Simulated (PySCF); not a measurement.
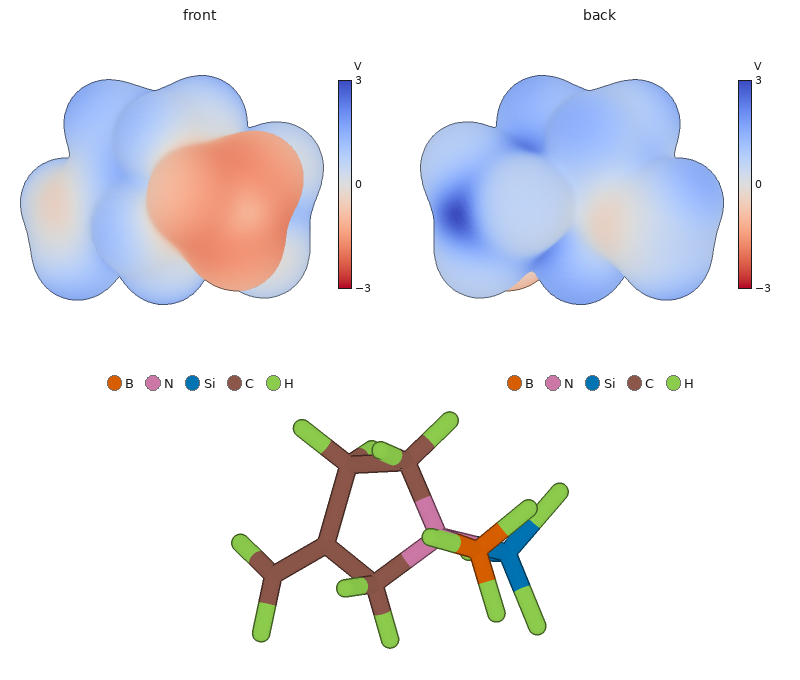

Figure. C$_{5}$H$_{14}$BNSi. The electrostatic potential painted on the density surface at 0.004 e/bohr³, seen from the front and from behind; red is negative and blue positive. The bare structure is drawn below in the same view.

Geometry: GFN2-xTB.

These are results of PBE0/pcSseg-1, SCF density, gas phase, non-relativistic (PySCF), not measurements.

```yaml
atoms:
  - { symbol: B, position_ang: [-1.7905, 1.5351, 0.0064] }
  - { symbol: N, position_ang: [-0.7121, 0.2877, -0.0126] }
  - { symbol: Si, position_ang: [-1.5029, -1.1099, -0.8103] }
  - { symbol: C, position_ang: [-0.2503, -0.0059, 1.3466] }
  - { symbol: C, position_ang: [1.0808, -0.7396, 1.1815] }
  - { symbol: C, position_ang: [1.5906, -0.2215, -0.1375] }
  - { symbol: C, position_ang: [2.7527, -0.4990, -0.6986] }
  - { symbol: C, position_ang: [0.5224, 0.6727, -0.6994] }
  - { symbol: H, position_ang: [-1.2409, 2.4356, 0.5687] }
  - { symbol: H, position_ang: [-2.7486, 1.1406, 0.6005] }
  - { symbol: H, position_ang: [-2.0322, 1.7927, -1.1335] }
  - { symbol: H, position_ang: [-0.4655, -2.1322, -1.0107] }
  - { symbol: H, position_ang: [-2.5169, -1.5968, 0.1147] }
  - { symbol: H, position_ang: [-1.9848, -0.6538, -2.1037] }
  - { symbol: H, position_ang: [-0.9977, -0.5745, 1.8979] }
  - { symbol: H, position_ang: [-0.0971, 0.9455, 1.8634] }
  - { symbol: H, position_ang: [1.7741, -0.5255, 1.9954] }
  - { symbol: H, position_ang: [0.9398, -1.8223, 1.1391] }
  - { symbol: H, position_ang: [3.0315, -0.0884, -1.6536] }
  - { symbol: H, position_ang: [3.4745, -1.1395, -0.2215] }
  - { symbol: H, position_ang: [0.7447, 1.7172, -0.4522] }
  - { symbol: H, position_ang: [0.4178, 0.6009, -1.7818] }
```

**Where is the surface potential most negative and most positive?**

The most negative region (about −1.7 V) lies over H9, the most positive (about +2.7 V) over Si3.
